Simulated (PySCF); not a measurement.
Vertical excitations of a molecule C₃H₈Ge from PySCF 2.14.0 with TDDFT-PBE/def2-SVPD, as energy in eV (oscillator strength): 6.15 (0.000), 6.45 (0.003), 6.53 (0.167), 6.55 (0.000), 6.93 (0.001), 7.13 (0.005), 7.38 (0.029), 7.52 (0.115), 7.56 (0.079), 7.61 (0.024). Lowest triplet (TDA): 4.39 eV. Geometry: PBE0-D3(BJ)/def2-SVP. Other conformers were not sampled.

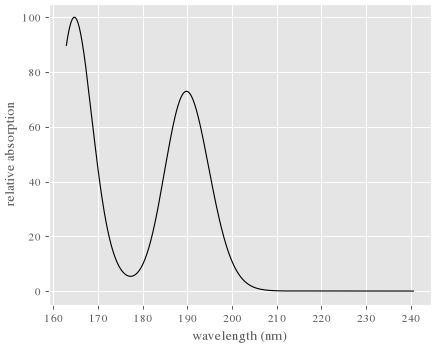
The lines broadened by 0.4 eV.

**Question.** Which molecule gave these data?
A) C/C=[CH]\[GeH3]
B) C=[C](C)[GeH3]
C) C=[CH][GeH2][CH3]
D) C1[CH2][GeH2][CH2]1

**Answer.** C, C=[CH][GeH2][CH3]
